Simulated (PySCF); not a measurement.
```xyz
20

C     2.5217   -0.4581    0.2086
Al    1.1593    0.2317   -1.0538
N    -0.6421    0.0997   -0.0048
C    -1.6950    0.6288   -0.8790
C    -0.9070   -1.3064    0.3175
C    -0.5464    0.9009    1.2194
H     2.6261    0.1462    1.1262
H     2.3562   -1.5061    0.5134
H     3.5104   -0.4381   -0.2834
H     1.1568    1.8213   -1.3293
H     0.7721   -0.7145   -2.3018
H    -1.4685    1.6739   -1.1295
H    -2.6806    0.5747   -0.3833
H    -1.7216    0.0468   -1.8102
H    -0.9341   -1.8937   -0.6103
H    -0.1014   -1.6960    0.9539
H    -1.8704   -1.4140    0.8469
H     0.2437    0.4949    1.8648
H    -0.2860    1.9359    0.9581
H    -1.5035    0.8934    1.7706
```

Geometry: PBE0-D3(BJ)/def2-SVP.

Level of theory: PySCF, PBE0/pcSseg-1, SCF density, gas phase, non-relativistic.

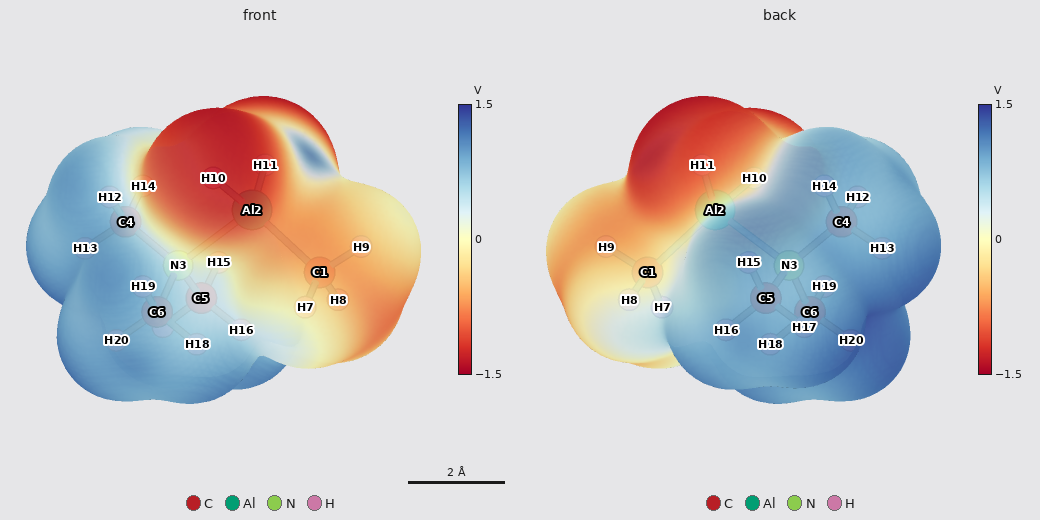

C4H14AlN (SMILES [CH3][AlH2-][N+](C)(C)C). The electrostatic potential painted on the density surface at 0.002 e/bohr³, seen from the front and from behind; the colour scale runs from red (negative) to blue (positive).

> Describe the electrostatic potential map.

The most negative region (about −1.3 V) lies over H10 and H11, the most positive (about +1.3 V) over H13, H17 and H20.
